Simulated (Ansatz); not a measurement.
# TiC (Fm-3m) under uniaxial strain along [001]

Wanted: the shifts of the zone-centre modes of TiC (Fm-3m) with strain.

Main program and level: Ansatz 0.2.0; DFT LDA, scalar-relativistic, plane waves, PAW; PAW set soft_1.

The database entry behind the starting cell differs from later determinations by our own check (0.1 to 0.3 % short, probably kX units), so it need not match the best structure at ambient conditions.

## (1) The structure

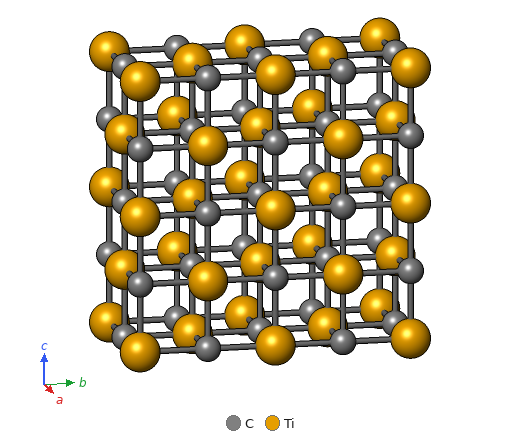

The starting structure, seen slightly off an axis (carbon grey, titanium orange). 1×2×2 cells are drawn. This picture shows the conventional cell, with its axes. Some periodic images of atoms are drawn too.

## (2) A rough relaxation first

A rough relaxation comes first, because large forces or stress need no tight tolerances yet.

input.yaml reads:

```yaml
crystal:
  lattice:
    - [0.0, 2.1593, 2.1593]
    - [2.1593, 0.0, 2.1593]
    - [2.1593, 2.1593, 0.0]
  atoms:
    - { symbol: C, position: [0.5, 0.5, 0.5] }
    - { symbol: Ti, position: [0.0, 0.0, 0.0] }
kpoints:
  mp_grid: { grid: [8, 8, 8] }
hamiltonian:
  xc: lda
  pseudopotentials: { kind: paw, azcp: { folder: soft_1 }, xc_functional: pbe }
scf:
  occupations: { method: gaussian, width: 0.1 }
output:
  forces: true
  stress: true
  eigenvalues: true
relax:
  adjacent_minimum: "off"
  f_tol: 0.05
  max_steps: 80
  cell: { stress_tol: 0.5 }
```

The run is started by

```sh
$ ansatz run input.yaml --threads 4 --pin off --max-ram 10240MiB --backend cpu --events-out ev --progress --plain --runs-dir out
```

Numbers of over 12 decimals in the logs are rounded to 6 here.

What it wrote:

```text
The last accepted step is kept in <dir> (removed where the run ends without a failure and the disk answers)
Engine: ansatz 0.2.0, x86_64-unknown-linux-gnu
Pseudopotentials: kind: paw
Pseudopotential: C, paw, valence charge 4, recommended cutoff 420 eV (normal), soft_1/C.paw.azcp
Pseudopotential: Ti, paw, valence charge 12, recommended cutoff 420 eV (normal), soft_1/Ti.paw.azcp
Functional definition: SPW92
[...]
--- Relaxed structure (3 steps of the walk, 3 accepted, 1 SCFs on fresh bases) ---
  F+E_penalty+E_count = -2695.18508529 eV   max|allowed force component| = 8.940e-30 eV/Å   (the final SCF, on the basis selected at the relaxed cell)
  cell:  # Å, volume = 19.3384 Å³
    - [0, 2.130413, 2.130413]
    - [2.130413, 0, 2.130413]
    - [2.130413, 2.130413, 0]
  atoms:
    - { symbol: C, position: [0.500000, 0.500000, 0.500000] }
    - { symbol: Ti, position: [0, 0, 0] }
[key lines of the parts left out:]
SCF converged after 6 iterations
Free energy (F): -2695.185085 eV
Fermi energy:    15.120758 eV
P = ⅓ Tr σ = -0.0001 GPa (-0.001 kbar)
```

The job ended after 3 s (4 threads of AMD EPYC (Zen 3), shared host; peak memory 0.31 GiB; 6.5 s of CPU time).

Relaxation path:

```
step  energy less that of the first step (eV)  largest force component (eV/Å)  pressure (GPa)  volume (Å³)
   1                                   0.0000                          0.0000          -10.51        20.14
   2                                  -0.0276                          0.0000           -1.19        19.43
   3                                  -0.0281                          0.0000            0.07        19.34
  4*                                  -0.0271                          0.0000            0.00        19.34
```

Relaxation steps marked * repeat the geometry before them on a plane-wave basis chosen anew for their cell, so energy and pressure can jump there.

Forces are held to the 48 operations that the run works with; a distortion that breaks them can't arise in this run.

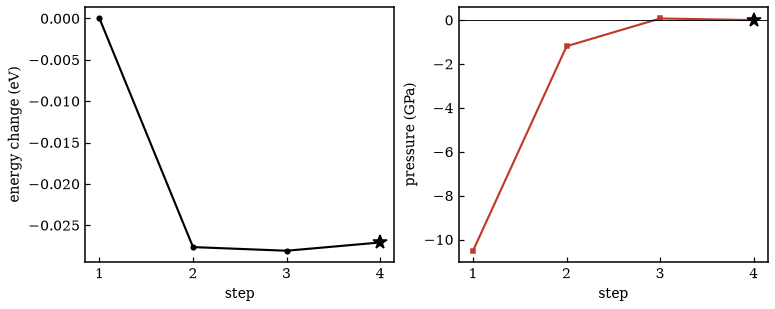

Energy and pressure along the relaxation. Stars mark steps on a basis chosen anew.

```
conventional cell, symmetrised  before  after  change
                         a (Å)   4.319  4.261  -1.3 %
                         b (Å)   4.319  4.261  -1.3 %
                         c (Å)   4.319  4.261  -1.3 %
              volume (Å³/atom)   10.07   9.67  -4.0 %
```

Final coordinates:

```xyz
2
Lattice="0.0000 2.1304 2.1304 2.1304 0.0000 2.1304 2.1304 2.1304 0.0000" Properties=species:S:1:pos:R:3 pbc="T T T"
C     2.1304    2.1304    2.1304
Ti    0.0000    0.0000    0.0000
```

This step gave:

```yaml
pressure: -7.42e-5 GPa
volume_per_atom: 9.669 Å³
gap_on_the_k_mesh: 0 eV
```

In this step the volume went from 10.07 to 9.67 Å³/atom.

## (3) Bringing the structure to rest

The cell and atoms are relaxed, since residual forces and stress would shift the frequencies.

input.yaml, the sections that differ from step 2:

```yaml
crystal:
  lattice:
    - [0.0, 2.1304133787, 2.1304133787]
    - [2.1304133787, 0.0, 2.1304133787]
    - [2.1304133787, 2.1304133787, 0.0]
  atoms:
    - { symbol: C, position: [0.5, 0.5, 0.5] }
    - { symbol: Ti, position: [0.0, 0.0, 0.0] }
kpoints:
  mp_grid: { grid: [16, 16, 16] }
output:
  forces: true
  stress: true
  eigenvalues: true
  write_density: true
  write_potential: true
  elf: true
  volumetric_format: npy
relax:
  adjacent_minimum: "off"
  f_tol: 0.005
  max_steps: 80
  cell: { stress_tol: 0.05 }
# hamiltonian, scf: as in step 2
```

What it wrote:

```text
[...]
Crystal: 2 atoms, lattice volume = 19.338 Å³
Basis set: ecut = 420 eV, 339 PW (Γ)
Bands: 12, of which v1, the nominal top of the filled ones, is band 8 counted from 1 (7 counted from 0)
Symmetry: 48 space group operations
[...]
k-points: 145 of 4096
[...]
SCF iter   1: F=—  HF=-2696.233929 eV  |F-HF|=—  |Δ(HF+E_count)|=         —  Δρ=1.44e-1  dr2=5.13e0  ethr=3.10e-3  ⟨swp⟩=4.4  Hψ=8633  notcnv=0
[...]
SCF iter   7: F=-2695.187017 eV  HF=-2695.187017 eV  |F-HF|=6.77e-10  |Δ(HF+E_count)|=  4.80e-10  Δρ=2.30e-6  dr2=8.55e-10  ethr=4.76e-10  ⟨swp⟩=5.2  Hψ=8272  notcnv=0
SCF 1 converged in 7 iterations: F = -2695.187017 eV  dr2 = 8.55e-10
[...]
relax step   1: F+E_penalty+E_count = -2695.18701674 eV  Δ(F+E_penalty+E_count) = +0.000e0 eV  max|allowed force component| = 2.590e-29 eV/Å  Δτ_max = 0.0000 Å  P = -0.010 GPa  Ω = 19.338 Å³  (7 SCF iters, dr2 threshold 1.00e-7 eV, accepted)
[...]
SCF iter   7: F=-2695.187017 eV  HF=-2695.187017 eV  |F-HF|=4.55e-13  |Δ(HF+E_count)|=    0.00e0  Δρ=2.28e-10  dr2=1.15e-17  ethr=1.00e-12  ⟨swp⟩=1.7  Hψ=4213  notcnv=0
SCF 2 converged in 7 iterations: F = -2695.187017 eV  dr2 = 1.15e-17
relax step   2: F+E_penalty+E_count = -2695.18701674 eV  Δ(F+E_penalty+E_count) = -4.593e-10 eV  max|allowed force component| = 2.314e-29 eV/Å  Δτ_max = 0.0000 Å  P = -0.010 GPa  Ω = 19.338 Å³  stress off target by 9.55e-3 GPa  SCF on the basis re-selected at this cell (its energy is not comparable with the rows above)  (7 SCF iters)
basis re-selected at this cell: Δ(F+E_penalty+E_count) = -4.593e-10 eV, ΔP = -0.000 GPa vs the last step (what re-selecting the basis moved, of the pressure what is left beyond the Pulay correction that the steps carried, after the strain that the cell walked since its last selection, with what the two solves' SCF thresholds leave and, on support functions, any second-order correction that the steps lacked; it is no  [...]
SCF converged after 7 iterations
Free energy (F): -2695.187017 eV
[...]
Internal energy: -2695.185172 eV  (E = F + TS)
E sigma→0 (E₀):  -2695.186094 eV
Entropy (-TS):   -0.001845 eV (-0.923 meV/atom)
Fermi energy:    15.154882 eV
[...]
--- Stress (GPa, compression-positive) ---
       -0.009550       0.000000       0.000000
        0.000000      -0.009550      -0.000000
       -0.000000       0.000000      -0.009550
  P = ⅓ Tr σ = -0.0096 GPa (-0.096 kbar)
--- Band table (eV; the first three rows and the last of 145) ---
  k-point 0: bands = [... 4 lower, 2.7258, 15.8221, 15.8221, 15.8221, 16.9265, 16.9265, 16.9265, 16.9994]
  k-point 1: bands = [... 4 lower, 2.8208, 15.3749, 15.6344, 15.6344, 16.2257, 16.2257, 17.1742, 18.0257]
  k-point 2: bands = [... 4 lower, 3.0992, 14.4844, 14.8536, 14.8536, 16.2862, 16.2862, 17.5306, 19.1490]
  k-point 144: bands = [... 4 lower, 5.7131, 11.9561, 11.9561, 12.3580, 18.1006, 18.1006, 18.9039, 20.7488]
--- Relaxed structure (1 steps of the walk, 1 accepted, 1 SCFs on fresh bases) ---
[...]
cell:  # Å, volume = 19.3384 Å³
    - [0.0, 2.1304133787, 2.1304133787]
    - [2.1304133787, 0.0, 2.1304133787]
    - [2.1304133787, 2.1304133787, 0.0]
  atoms:
    - { symbol: C, position: [0.500000, 0.500000, 0.500000] }
    - { symbol: Ti, position: [0.0, 0.0, 0.0] }
```

Wall time 4 s (4 threads); peak memory 0.37 GiB.

Little changed from the start: no atom moved by 0.005 Å and no cell edge by 0.1 %.

Numbers from this step:

| Quantity | Value |
| --- | --- |
| pressure | -0.009550 GPa |

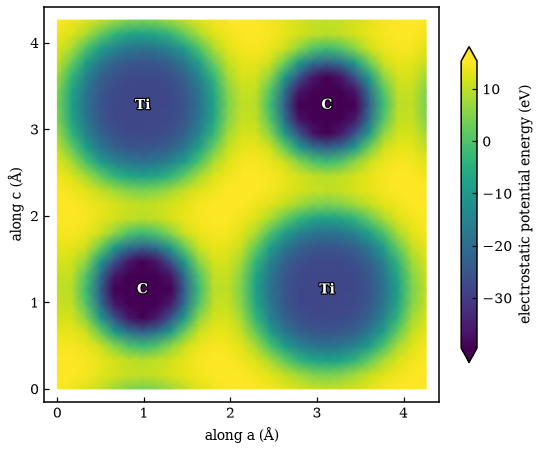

Electrostatic potential energy in the ac plane of the conventional cell at fractional y = 0.000, with atoms of C and Ti within 0.2 Å of it. With pseudopotentials it is smooth inside the atoms' cores, unlike the true potential. The map starts off the cell's origin, so that atoms lie inside it.

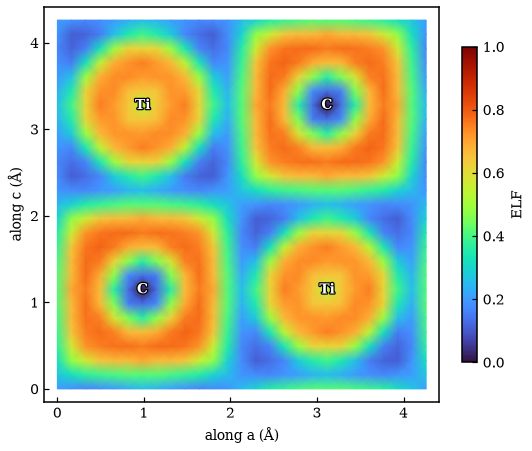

ELF in the ac plane of the conventional cell at fractional y = 0.000, with atoms of C and Ti within 0.2 Å of it. It is the smooth field of the valence electrons, not physical close to the nuclei. The map starts off the cell's origin, so that atoms lie inside it.

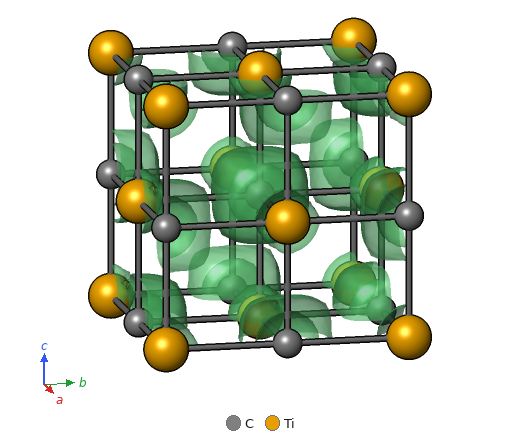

Surface of ELF = 0.71.

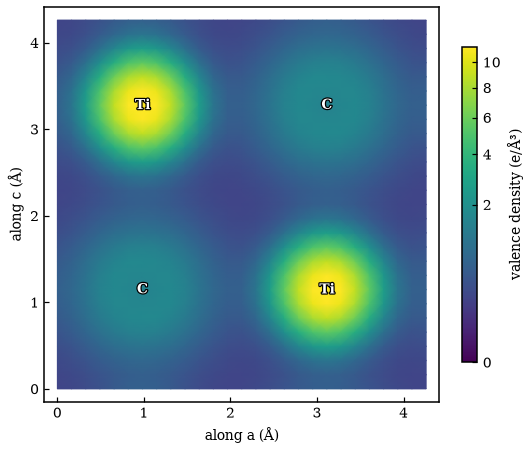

Valence density in the ac plane of the conventional cell at fractional y = 0.000, with atoms of C and Ti within 0.2 Å of it. It is the smooth field of the valence electrons, not physical close to the nuclei. The map starts off the cell's origin, so that atoms lie inside it. The colour scale is stretched toward low values.

In this step the volume went from 9.67 to 9.67 Å³/atom.

## (4) Tight relaxation

Phonons need small forces and stress, so the relaxation is finished with tight tolerances on 16×16×16 k points.

Edit input.yaml of step 3 so:

```diff
@@ -14,3 +14,3 @@
 scf:
-  occupations: { method: gaussian, width: 0.1 }
+  occupations: { method: methfessel_paxton, width: 0.2 }
 output:
@@ -25,4 +25,4 @@
   adjacent_minimum: "off"
-  f_tol: 0.005
-  max_steps: 80
-  cell: { stress_tol: 0.05 }
+  f_tol: 0.001
+  max_steps: 60
+  cell: { stress_tol: 0.01 }
```

What it wrote:

```text
[...]
Crystal: 2 atoms, lattice volume = 19.338 Å³
Basis set: ecut = 420 eV, 339 PW (Γ)
Bands: 12, of which v1, the nominal top of the filled ones, is band 8 counted from 1 (7 counted from 0)
Symmetry: 48 space group operations
[...]
k-points: 145 of 4096
[...]
k-point 144: bands = [... 4 lower, 5.7134, 11.9562, 11.9562, 12.3582, 18.1003, 18.1003, 18.9034, 20.7485]
--- Relaxed structure (1 steps of the walk, 1 accepted, 1 SCFs on fresh bases) ---
[...]
cell:  # Å, volume = 19.3384 Å³
    - [0.0, 2.1304133787, 2.1304133787]
    - [2.1304133787, 0.0, 2.1304133787]
    - [2.1304133787, 2.1304133787, 0.0]
  atoms:
    - { symbol: C, position: [0.500000, 0.500000, 0.500000] }
    - { symbol: Ti, position: [0.0, 0.0, 0.0] }
[key lines of the parts left out:]
SCF converged after 4 iterations
Free energy (F): -2695.186354 eV
Fermi energy:    15.157859 eV
P = ⅓ Tr σ = -0.0083 GPa (-0.083 kbar)
```

It took 4.5 s on 4 threads; peak memory 0.36 GiB.

Little changed from the start: no atom moved by 0.005 Å and no cell edge by 0.1 %.

This step gave:

```yaml
pressure: -0.008301 GPa
```

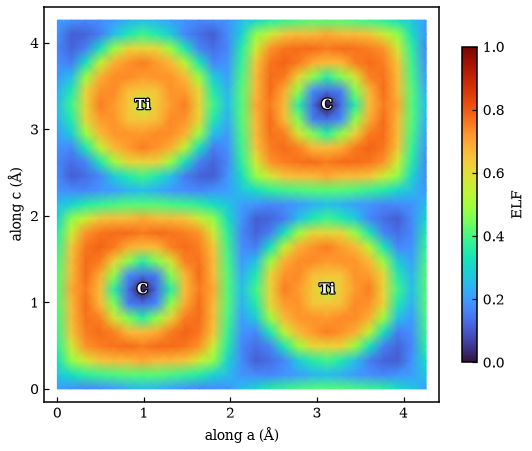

ELF in the ac plane of the conventional cell at fractional y = 0.000, with atoms of C and Ti within 0.2 Å of it. It is the smooth field of the valence electrons, not physical close to the nuclei. The map starts off the cell's origin, so that atoms lie inside it.

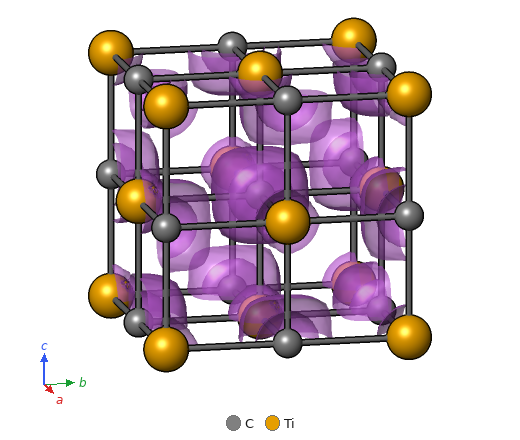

Surface of ELF = 0.71.

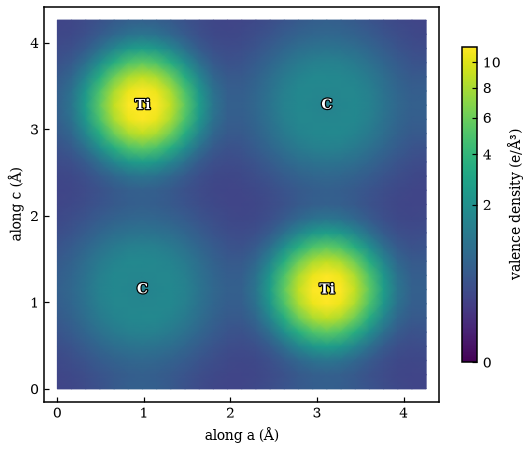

Valence density in the ac plane of the conventional cell at fractional y = 0.000, with atoms of C and Ti within 0.2 Å of it. It is the smooth field of the valence electrons, not physical close to the nuclei. The map starts off the cell's origin, so that atoms lie inside it. The colour scale is stretched toward low values.

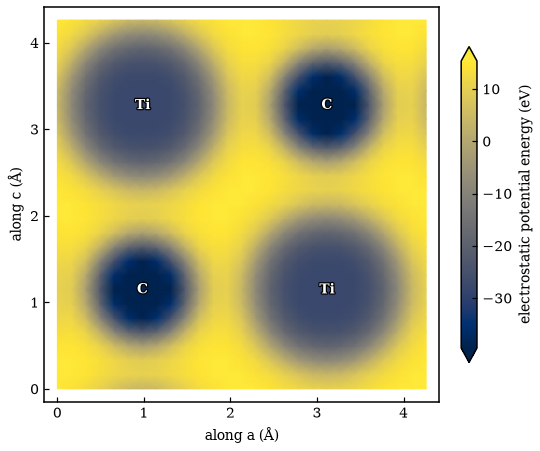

Electrostatic potential energy in the ac plane of the conventional cell at fractional y = 0.000, with atoms of C and Ti within 0.2 Å of it. With pseudopotentials it is smooth inside the atoms' cores, unlike the true potential. The map starts off the cell's origin, so that atoms lie inside it.

The forces vanish by symmetry and the pressure is -0.008 GPa, within the tolerances set. The cell now holds 9.67 Å³/atom.

## (5) Zone-centre response at rest

The force constants come from the linear response of the density to a displacement.

The modes at rest are the reference of the series.

input.yaml, the sections that differ from step 4:

```yaml
output:
  eigenvalues: true
phonons:
  method: dfpt
# crystal, kpoints, hamiltonian, scf: as in step 4
# relax: removed
```

What it wrote:

```text
[...]
Crystal: 2 atoms, lattice volume = 19.338 Å³
Basis set: ecut = 420 eV, 339 PW (Γ), exchange–correlation on 48×48×48 points (8 copies of the dense FFT grid, shifted against one another)
Bands: 12, of which v1, the nominal top of the filled ones, is band 8 counted from 1 (7 counted from 0)
Symmetry: 48 space group operations
k-points: 349 of 4096 (irreducible under 8 space group operations, time reversal used)
[...]
SCF iter   1: F=—  HF=-2696.233538 eV  |F-HF|=—  |Δ(HF+E_count)|=         —  Δρ=1.44e-1  dr2=5.13e0  ethr=3.10e-3  ⟨swp⟩=4.3  Hψ=20289  notcnv=0
[...]
SCF iter   8: F=-2695.186354 eV  HF=-2695.186354 eV  |F-HF|=1.36e-12  |Δ(HF+E_count)|=  1.48e-10  S|Δr|=    0.00e0  Δρ=1.31e-7  dr2=1.96e-12  ethr=1.00e-12  ⟨swp⟩=3.8  Hψ=19248  notcnv=0
SCF 1 converged in 8 iterations: F = -2695.186354 eV  dr2 = 1.96e-12
[...]
DFPT response loops at Γ: preconditioner auto → Kerker (q_TF=auto, 2.643 Å⁻¹) (partly filled bands, converged f_vac=0.000); β = 1.00, the filter's whole step (`scf.mixing.beta` (0.50) is not read by the response loops under this deck's `scf.mixing.preconditioner`; to damp them name `kerker` or `kerker_dos`, under which they read `scf.mixing.beta`, and type it under 1.00, their step now; both keys bind the ground state too); Broyden in place of MSR1
SCF converged after 8 iterations
[...]
Free energy (F): -2695.186354 eV
[...]
Internal energy: -2695.186048 eV  (E = F + TS)
E sigma→0 (E₀):  -2695.186278 eV
Entropy (-TS):   -0.000306 eV (-0.153 meV/atom)
Fermi energy:    15.157858 eV
[...]
--- Band table (eV; the first three rows and the last of 349) ---
  k-point 0: bands = [... 4 lower, 2.7261, 15.8217, 15.8217, 15.8217, 16.9270, 16.9270, 16.9270, 16.9990]
  k-point 1: bands = [... 4 lower, 2.8210, 15.3747, 15.6342, 15.6342, 16.2255, 16.2255, 17.1744, 18.0257]
  k-point 2: bands = [... 4 lower, 3.0995, 14.4844, 14.8537, 14.8537, 16.2859, 16.2859, 17.5307, 19.1490]
  k-point 348: bands = [... 4 lower, 5.7134, 11.9562, 11.9562, 12.3582, 18.1003, 18.1003, 18.9034, 20.7485]
--- Phonons (Γ-DFPT): 2 representative perturbations + reference, on 349 of 4096 k-points (Σ response iterations 6) ---
  k mesh reduced under 8 symmetry operations, with k and −k counted as one. Each operation leaves every solved perturbation unchanged. A smaller set is not used because it would not reduce the number of displacements times k-points to solve
  ASR residual: 6.112e-5 → 0.000e0 eV/Å²; symmetrization residual: 2.874e-7 eV/Å²
  ASR residual per site (eV/Å²): 4.45e-5 6.11e-5
  Γ frequencies (cm⁻¹): 0.00 0.00 0.00 554.88 554.88 554.88
  non-analytic LO–TO correction: not included (Born effective charges unavailable; polar crystals: no LO–TO splitting at Γ)
```

It took 15 s on 4 threads; peak memory 0.58 GiB; 45 s of CPU time.

Numbers from this step:

```
sum-rule residual before enforcement                    : 6.11e-5 eV/Å²
point group                                             : m-3m
highest optical mode at the zone centre (no LO-TO term) : 554.9 cm⁻¹
lowest optical zone-centre mode                         : 554.9 cm⁻¹
```

Patterns of degenerate modes are one choice out of their space. The modes at Γ (shares of kinetic energy by element, %):

```
mode  frequency (cm⁻¹)  symmetry  C %  Ti %
   1               0.0  acoustic   20    80
   2               0.0  acoustic   20    80
   3               0.0  acoustic   20    80
   4             554.9       T1u   80    20
   5             554.9       T1u   80    20
   6             554.9       T1u   80    20
```

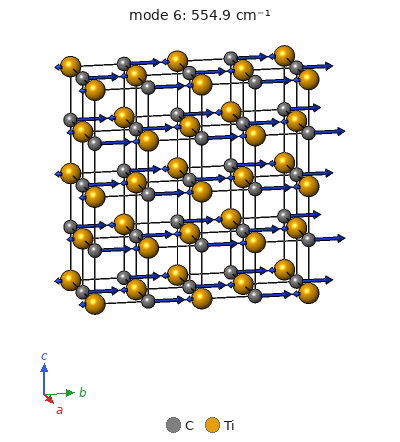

Displacement patterns of mode 6 at Γ; arrows are exaggerated. 1×2×2 conventional cells are drawn. Some periodic images of atoms are drawn too.

Before it was imposed, the acoustic sum rule was missed by 6.1e-5 eV/Å². Small misses are needed for a sound result but don't prove that mesh and cutoff are converged. The lowest optical mode is real, 555 cm⁻¹.

[end of part 1 of 2]

[Logs are printed without paths, hosts, clocks, repeated set-up lines and the standing remarks that a program may print on its own settings, such as how far it seeks lower states.]

[Hosts, paths, dates, database ids (printed as entryN), source tags and the programs' standing remarks are cut or masked in the printed files.]
